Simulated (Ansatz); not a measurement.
Si2NH7O: geometry relaxation (part 2 of 2)

Si2NH7O; RKS PBE0-D4/def2-TZVP (Ansatz 0.2.0). The geometry is a transition state displaced along its imaginary mode. The reaction was set up to form N2–H4 and to break Si1–N2 and O3–H4 (atoms counted from 1 in the order of the input); sticks are drawn by distance alone.

Geometry of the input (Å):
```
Si -0.6655  0.4069  -0.2308
N  0.6705  1.5129  0.2137
O  -0.4120  0.9744  -1.7336
H  0.3533  1.5141  -1.3048
H  -1.8722  0.8528  0.4814
Si -0.1375  -1.8325  0.2597
H  1.6108  1.1732  0.4082
H  0.4779  2.3471  0.7382
H  1.2423  -2.1413  -0.2077
H  -1.0863  -2.7925  -0.3625
H  -0.1815  -2.0149  1.7382
```

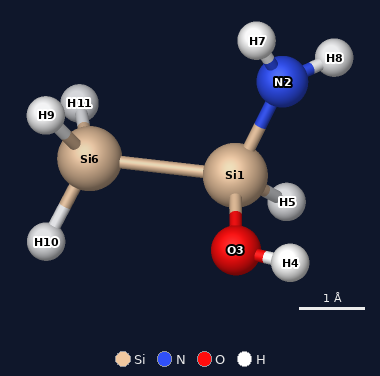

*The geometry at step 20 of the log (ball-and-stick view, seen at a tilt; atoms are numbered from 1 in the order of the input).*

```
mean field -19399.72673346 eV, -712.9268078477 hartree, gradient 2.5e-5 eV, S^2 0.000000; 1 other end points of the search recorded, 0 dependent functions left out
the calculation of the forces begins
reference -19399.72676873 eV, -712.9268091436 hartree; 25, 25 occupied and 153, 153 virtual orbitals, 1150 factors
Total energy: -19399.91800751 eV, -712.9338370394 hartree
Atom 0 at    -0.408608     0.509491    -0.153414 Å, force     0.002380     0.000444     0.001082 eV/Å
Atom 1 at     0.777591     1.433259     0.658858 Å, force    -0.000082     0.000689     0.000739 eV/Å
Atom 2 at    -0.378817     0.610787    -1.803485 Å, force    -0.000367     0.000595    -0.002894 eV/Å
Atom 3 at    -0.453974     1.484775    -2.191579 Å, force    -0.000203    -0.000990     0.000868 eV/Å
Atom 4 at    -1.696152     1.042882     0.376483 Å, force    -0.001125     0.000046     0.000247 eV/Å
Atom 5 at    -0.104243    -1.772279     0.259862 Å, force    -0.000266    -0.000900     0.000473 eV/Å
Atom 6 at     1.763365     1.238741     0.625577 Å, force    -0.000906    -0.000742    -0.000282 eV/Å
Atom 7 at     0.566487     2.294196     1.132108 Å, force     0.000336    -0.000020    -0.000020 eV/Å
Atom 8 at     1.311278    -2.151312    -0.013612 Å, force    -0.000292     0.000199     0.000220 eV/Å
Atom 9 at    -0.988662    -2.621840    -0.582136 Å, force     0.000289     0.000621     0.000124 eV/Å
Atom 10 at    -0.388366    -2.068599     1.691337 Å, force     0.000235     0.000058    -0.000558 eV/Å
Dipole moment:     0.162891     0.511446     0.082914 e Å
```

## Trajectory as extended XYZ (Å, eV, eV/Å), 10 of the 35 frames kept, from step=1 to step=35
```
11
Properties=species:S:1:pos:R:3:forces:R:3 step=1 energy=-19398.77498
Si   -0.6655    0.4069   -0.2308    1.0405   0.4026   0.3369
N     0.6705    1.5129    0.2137    0.9726  -0.3304   1.6838
O    -0.4120    0.9744   -1.7336   -0.4808  -0.3605  -1.1955
H     0.3533    1.5141   -1.3048   -0.7136  -0.0822  -1.3509
H    -1.8722    0.8528    0.4814   -0.3697   0.0583   0.0313
Si   -0.1375   -1.8325    0.2597   -0.0177   0.0610  -0.0303
H     1.6108    1.1732    0.4082   -0.4195   0.0956   0.2068
H     0.4779    2.3471    0.7382    0.0315   0.1261   0.3621
H     1.2423   -2.1413   -0.2077   -0.0163   0.0175  -0.0112
H    -1.0863   -2.7925   -0.3625   -0.0095   0.0051  -0.0157
H    -0.1815   -2.0149    1.7382   -0.0175   0.0070  -0.0174
11
Properties=species:S:1:pos:R:3:forces:R:3 step=5 energy=-19399.81578
Si   -0.5012    0.5048   -0.1903   -0.3742  -0.1369  -0.3511
N     0.7195    1.5161    0.4684    0.4122  -0.1791   0.2193
O    -0.5335    0.7428   -1.8392    0.8852   0.8656   0.2463
H     0.0996    1.4846   -1.9916   -0.8011  -0.8131  -0.1431
H    -1.8018    0.9318    0.4023    0.0471   0.0446   0.0074
Si   -0.1145   -1.7675    0.2422    0.0943   0.0443   0.0834
H     1.6430    1.1387    0.6548   -0.2739   0.2026  -0.0510
H     0.4811    2.2400    1.1272    0.0146  -0.0286  -0.0023
H     1.2432   -2.1440   -0.2442    0.0102  -0.0184   0.0080
H    -1.1013   -2.7099   -0.3527   -0.0148   0.0877  -0.0218
H    -0.1341   -1.9370    1.7231    0.0002  -0.0685   0.0050
11
Properties=species:S:1:pos:R:3:forces:R:3 step=9 energy=-19399.90680
Si   -0.3902    0.5351   -0.1869   -0.0923  -0.0910   0.0303
N     0.7795    1.5090    0.5999    0.0030   0.0915   0.0740
O    -0.3340    0.5844   -1.8354    0.0353   0.0932  -0.0421
H    -0.4495    1.4271   -2.2829    0.0296  -0.0652   0.1240
H    -1.6935    1.0711    0.3165    0.0801  -0.0257  -0.0100
Si   -0.1000   -1.7469    0.2641   -0.0041   0.0283  -0.0622
H     1.7539    1.2600    0.6680   -0.0915   0.0207  -0.0234
H     0.4936    2.1293    1.3425    0.0694  -0.0364  -0.1158
H     1.2790   -2.1686   -0.1178   -0.0124   0.0096   0.0118
H    -1.0698   -2.5870   -0.4878   -0.0083  -0.0337   0.0096
H    -0.2691   -2.0134    1.7199   -0.0090   0.0086   0.0038
11
Properties=species:S:1:pos:R:3:forces:R:3 step=12 energy=-19399.91740
Si   -0.4057    0.5119   -0.1697    0.0035  -0.0109  -0.0022
N     0.7649    1.4917    0.6025   -0.0081   0.0058   0.0015
O    -0.3526    0.5964   -1.8183    0.0012  -0.0026   0.0061
H    -0.3707    1.4735   -2.2066    0.0008   0.0098  -0.0029
H    -1.7011    1.0314    0.3559   -0.0016   0.0031   0.0032
Si   -0.1074   -1.7696    0.2585   -0.0052   0.0014   0.0007
H     1.7486    1.2855    0.6204    0.0053  -0.0018  -0.0031
H     0.5086    2.2146    1.2519    0.0014  -0.0008  -0.0048
H     1.2795   -2.1815   -0.1000    0.0013   0.0008   0.0017
H    -1.0622   -2.6169   -0.5057    0.0022  -0.0027  -0.0016
H    -0.3021   -2.0369    1.7111   -0.0006  -0.0020   0.0013
11
Properties=species:S:1:pos:R:3:forces:R:3 step=16 energy=-19399.91766
Si   -0.4105    0.5104   -0.1649    0.0031   0.0065   0.0047
N     0.7721    1.4831    0.5972    0.0045  -0.0035   0.0017
O    -0.3748    0.6007   -1.8139   -0.0015  -0.0030   0.0014
H    -0.3833    1.4808   -2.1962   -0.0010   0.0010  -0.0030
H    -1.6979    1.0341    0.3763    0.0004  -0.0007  -0.0011
Si   -0.1091   -1.7711    0.2609    0.0004  -0.0033  -0.0039
H     1.7564    1.2777    0.5975   -0.0066   0.0015   0.0010
H     0.5289    2.2229    1.2322    0.0005  -0.0016  -0.0018
H     1.2945   -2.1646   -0.0522   -0.0045   0.0000   0.0022
H    -1.0266   -2.6247   -0.5416    0.0037   0.0016   0.0040
H    -0.3498   -2.0493    1.7047    0.0010   0.0015  -0.0052
11
Properties=species:S:1:pos:R:3:forces:R:3 step=20 energy=-19399.91769
Si   -0.4103    0.5110   -0.1646    0.0031  -0.0005   0.0007
N     0.7727    1.4785    0.6029   -0.0034  -0.0148  -0.0119
O    -0.3744    0.6011   -1.8138   -0.0016  -0.0028   0.0055
H    -0.3893    1.4802   -2.1978   -0.0006   0.0052  -0.0043
H    -1.6978    1.0359    0.3751    0.0005   0.0002  -0.0018
Si   -0.1088   -1.7706    0.2597    0.0003  -0.0009   0.0024
H     1.7567    1.2731    0.6028    0.0037   0.0007   0.0013
H     0.5309    2.2280    1.2263   -0.0024   0.0123   0.0093
H     1.2951   -2.1632   -0.0517   -0.0002  -0.0007  -0.0005
H    -1.0250   -2.6257   -0.5422    0.0010   0.0015  -0.0001
H    -0.3497   -2.0482    1.7033   -0.0005  -0.0003  -0.0006
11
Properties=species:S:1:pos:R:3:forces:R:3 step=24 energy=-19399.91773
Si   -0.4091    0.5100   -0.1623   -0.0011   0.0020  -0.0031
N     0.7735    1.4669    0.6170   -0.0051   0.0369   0.0305
O    -0.3745    0.6026   -1.8117    0.0007   0.0010  -0.0020
H    -0.4028    1.4807   -2.1975   -0.0004  -0.0044   0.0028
H    -1.6973    1.0374    0.3729    0.0007  -0.0008   0.0021
Si   -0.1072   -1.7715    0.2601   -0.0008   0.0011  -0.0056
H     1.7585    1.2660    0.6140   -0.0058   0.0002  -0.0008
H     0.5356    2.2481    1.2038    0.0121  -0.0336  -0.0266
H     1.2971   -2.1636   -0.0496    0.0016   0.0002   0.0018
H    -1.0209   -2.6228   -0.5482   -0.0019  -0.0028  -0.0007
H    -0.3530   -2.0537    1.7017   -0.0001   0.0003   0.0015
11
Properties=species:S:1:pos:R:3:forces:R:3 step=27 energy=-19399.91779
Si   -0.4089    0.5097   -0.1605   -0.0018   0.0008  -0.0025
N     0.7736    1.4605    0.6260   -0.0057   0.0073   0.0071
O    -0.3744    0.6036   -1.8102   -0.0001   0.0008   0.0025
H    -0.4096    1.4814   -2.1959   -0.0007  -0.0010  -0.0009
H    -1.6973    1.0378    0.3735    0.0015  -0.0007  -0.0004
Si   -0.1069   -1.7720    0.2592    0.0005  -0.0012   0.0004
H     1.7589    1.2620    0.6179    0.0039  -0.0011  -0.0009
H     0.5401    2.2592    1.1890    0.0026  -0.0061  -0.0049
H     1.2989   -2.1626   -0.0462   -0.0004   0.0003   0.0002
H    -1.0178   -2.6232   -0.5526    0.0007   0.0004  -0.0009
H    -0.3566   -2.0564    1.6998   -0.0005   0.0005   0.0004
11
Properties=species:S:1:pos:R:3:forces:R:3 step=31 energy=-19399.91792
Si   -0.4078    0.5094   -0.1522    0.0003  -0.0057   0.0011
N     0.7791    1.4313    0.6611   -0.0041   0.0425   0.0250
O    -0.3794    0.6108   -1.8022   -0.0030   0.0131  -0.0130
H    -0.4587    1.4842   -2.1912    0.0013  -0.0121   0.0072
H    -1.6947    1.0431    0.3791   -0.0010   0.0020  -0.0020
Si   -0.1049   -1.7730    0.2594    0.0032  -0.0014   0.0032
H     1.7654    1.2393    0.6264   -0.0060  -0.0063  -0.0047
H     0.5684    2.2979    1.1261    0.0077  -0.0353  -0.0172
H     1.3124   -2.1493   -0.0099   -0.0047  -0.0020   0.0030
H    -0.9854   -2.6233   -0.5865    0.0031   0.0062   0.0024
H    -0.3944   -2.0703    1.6899    0.0033  -0.0008  -0.0051
11
Properties=species:S:1:pos:R:3:forces:R:3 step=35 energy=-19399.91797
Si   -0.4086    0.5095   -0.1534    0.0024   0.0004   0.0011
N     0.7776    1.4333    0.6589   -0.0001   0.0007   0.0007
O    -0.3788    0.6108   -1.8035   -0.0004   0.0006  -0.0029
H    -0.4540    1.4848   -2.1916   -0.0002  -0.0010   0.0009
H    -1.6962    1.0429    0.3765   -0.0011   0.0000   0.0002
Si   -0.1042   -1.7723    0.2599   -0.0003  -0.0009   0.0005
H     1.7634    1.2387    0.6256   -0.0009  -0.0007  -0.0003
H     0.5665    2.2942    1.1321    0.0003   0.0000   0.0000
H     1.3113   -2.1513   -0.0136   -0.0003   0.0002   0.0002
H    -0.9887   -2.6218   -0.5821    0.0003   0.0006   0.0001
H    -0.3884   -2.0686    1.6913    0.0002   0.0001  -0.0006
```

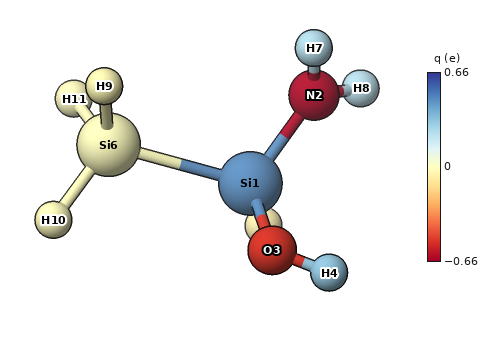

*Mulliken charges, as the colour of each atom (ball-and-stick view, seen at a tilt; atoms are numbered from 1 in the order of the input).*

By element: Si −0.01 to +0.47, N −0.63, O −0.51 and H −0.06 to +0.32 e.

## Results in brief

| quantity | value |
| --- | --- |
| outcome | converged |
| total energy | −19399.9180 eV |
| mean-field energy | −19399.7268 eV |
| dispersion energy | −0.1912 eV |
| SCF solution under orbital rotations | stable |
| largest force (length of the vector) at the end | 0.003 eV/Å |
| dipole moment | 2.61 D |
| wall time | 88 s (CPU time 5.4 min) |
| peak memory | 0.42 GiB |
